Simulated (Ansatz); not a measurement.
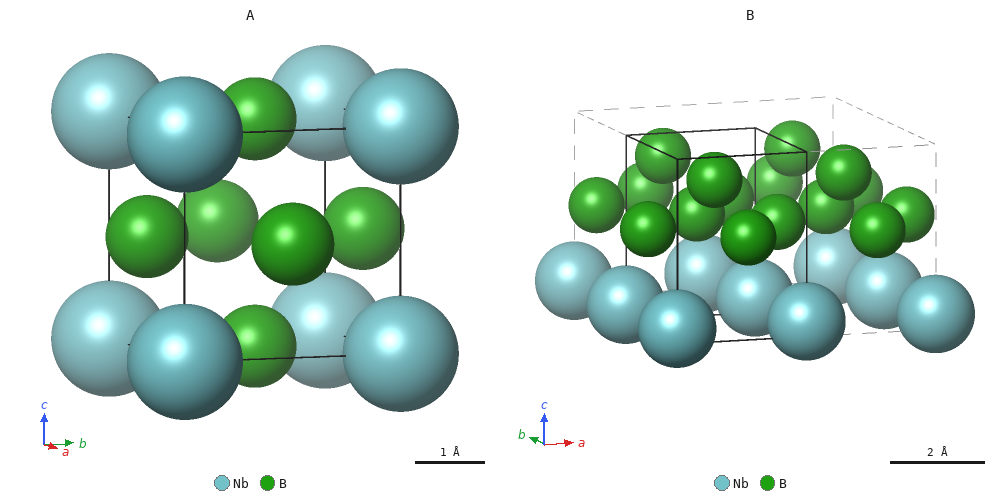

Two structures of NbB3, each relaxed to rest (conventional cells in solid outline, small ones repeated, not to one scale). Method: DFT PBE, scalar-relativistic, plane waves, PAW in Ansatz, without spin polarisation.

Question: What are A and B?

Answer: A: Cu₃Au (L1₂) type, Pm-3m. B: 4 atoms a cell on a primitive monoclinic lattice, Pm.

Question: Which structure is more stable?

Answer: B is lower, by 659 meV/atom at this level of theory (energies at zero smearing). Volumes: A 9.1, B 8.9 Å³/atom.

One or both may be structure types tried for this composition rather than known phases.
